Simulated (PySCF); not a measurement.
## Electronic structure of C₂H₈N₂O₂Si₂ (SMILES CC(=O)O[SiH]1N[SiH2]N1) in real space

```xyz
16

C    -3.1115   -0.0919   -0.3644
C    -1.8003    0.1236    0.3239
O    -1.6149    0.0258    1.5166
O    -0.8046    0.4382   -0.5032
Si    0.6880    0.7513    0.3057
N     1.9957    0.7031   -0.8293
Si    2.7433   -0.6784   -0.0578
N     1.4211   -0.6035    1.0830
H    -3.8897   -0.3214    0.3713
H    -3.0140   -0.9173   -1.0851
H    -3.3792    0.8067   -0.9390
H     0.4635    2.0186    1.0395
H     2.2379    1.2611   -1.6334
H     4.1050   -0.4349    0.5112
H     2.8239   -1.9242   -0.8828
H     1.1262   -1.1548    1.8744
```

Geometry: PBE0-D3(BJ)/def2-SVP.

These are results of PBE0/pcSseg-1, SCF density, gas phase, non-relativistic in PySCF 2.14.0, not measurements.

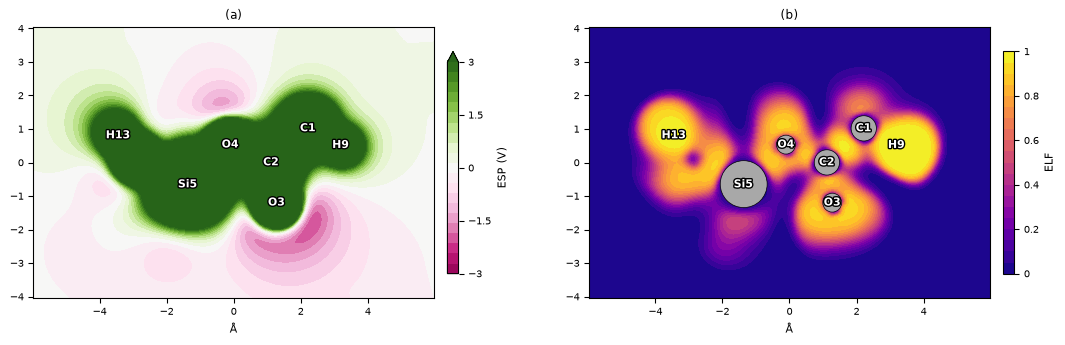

Figure 1. (a) electrostatic potential; (b) ELF on the plane of atoms C2, C1 and H9. Grey discs cover the atomic cores in the ELF map.

Question: What does the map show?

Answer: The section cuts through C, O, Si and H sites. C–O (1.21 Å): the ELF peaks at about 0.85 between the atoms (a multiple bond). C–C (1.50 Å): the ELF peaks at about 0.95 between the atoms, as expected for a covalent bond. Si–O (1.73 Å): the ELF peaks at about 0.90 between the atoms (a polar covalent bond). C–O (1.33 Å): the ELF peaks at about 0.90 between the atoms; a polar covalent bond. C–H (1.10 Å): the ELF climbs to about 1 towards the hydrogen, as it does in any bond to H: a covalent bond by its length. The ELF also peaks beside O3, N6 and O4, away from the bonds: lone-pair regions. Outside the dense part of the molecule the potential is most negative (−2.1 V) near O3.

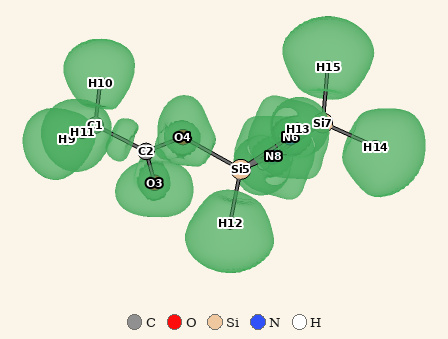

Figure 2. Isosurface of the ELF at 0.75 (green), seen from one side. Core shells and regions of very low density are left out.

Question: Identify the bonds, lone pairs and shells in this picture.

Answer: The ELF exceeds this value in one region between bonded C–C atoms (shared pairs), six regions around hydrogen nuclei, two regions on O in which the atom's valence shell and bonds are merged and two joined regions spread over several atoms (H, N), in which their bonds and any lone pairs are merged.

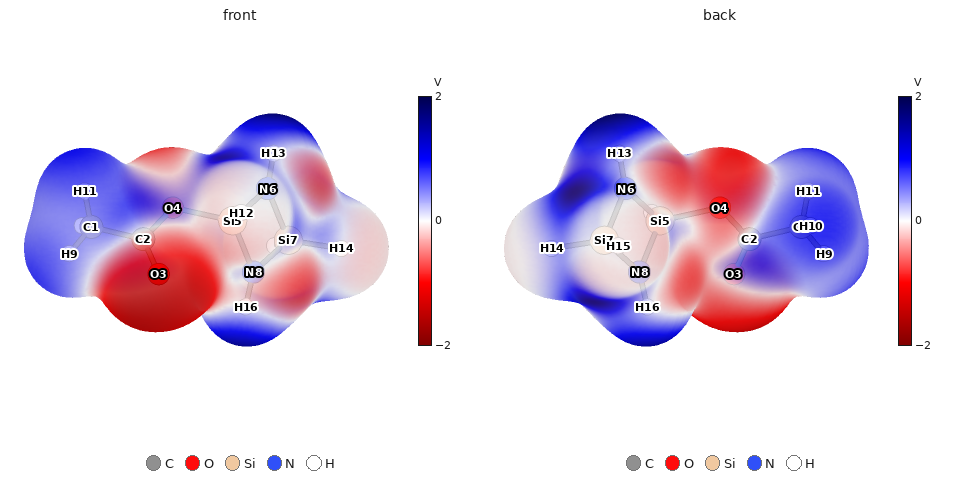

Figure 3. The molecular electrostatic potential painted on the density surface at 0.002 e/bohr³, seen from the front and from behind; the colour scale runs from red (negative) to blue (positive).

Question: Describe the electrostatic potential map.

Answer: The most negative region (about −1.6 V) lies over O3, the most positive (about +1.7 V) over Si7 and H13. O3 is the likeliest acceptor of a hydrogen bond.
